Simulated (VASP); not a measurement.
Band structure of Tb (hcp). Method: revTPSS meta-GGA, VASP's PBE PAW potentials (set 64) (plane waves; VASP).

The 4f electrons are frozen in the core of the lanthanide potential, so 4f levels, which can set the real gap, and their magnetism are missing.

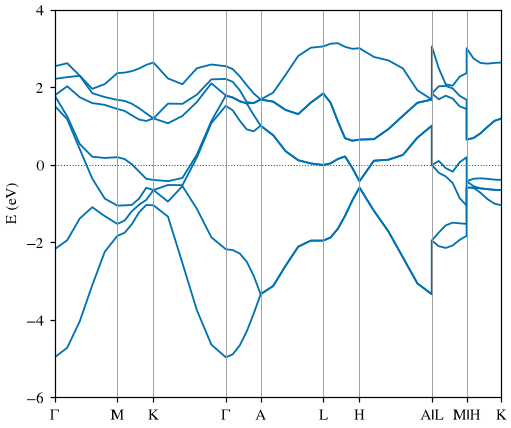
Figure. Bands along high-symmetry lines, zero at the valence-band maximum or, without a gap, the Fermi level

### Question
Read the plot: is there a gap, and where are the band edges?

### Answer
It has no gap at this level: it comes out as a metal or semimetal.

The compound is Tb in the hcp structure. It was relaxed first.
